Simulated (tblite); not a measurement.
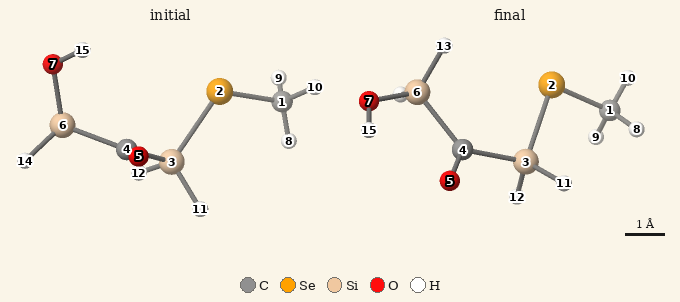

The structure of C$_{2}$H$_{8}$O$_{2}$SeSi$_{2}$ before (left) and after (right) a relaxation, at one scale.

The picture is a ball-and-stick view, seen at a tilt.

All numbers below come from GFN2-xTB geometry optimisation, gas phase in tblite 0.8.0. 

### Summarise the run.

The atom that moves furthest after the best rigid fit is H13 (3.01 Å). Largest moves by element: H 3.01 Å, O 1.21 Å, Si 0.95 Å, C 0.50 Å, Se 0.39 Å. Near-neighbour distances that change, for instance: Si6–O7 1.706 → 1.618 Å, C4–Si6 1.857 → 1.934 Å, Si3–C4 1.850 → 1.925 Å, O7–H15 0.992 → 0.957 Å. Bond angles that change, for instance: C1–Se2–Si3 114.7° → 96.7°, Si3–C4–Si6 116.5° → 125.1°, H13–Si6–H14 108.4° → 115.0°. Groups turn about Si3–C4 by about 75°, C4–Si6 by about 65°, C1–Se2 by about 55°. The energy falls by 17.3 kcal/mol in 258 geometry steps. Cost: 3.4 s on 1 thread of Arm Neoverse N1 (shared host).
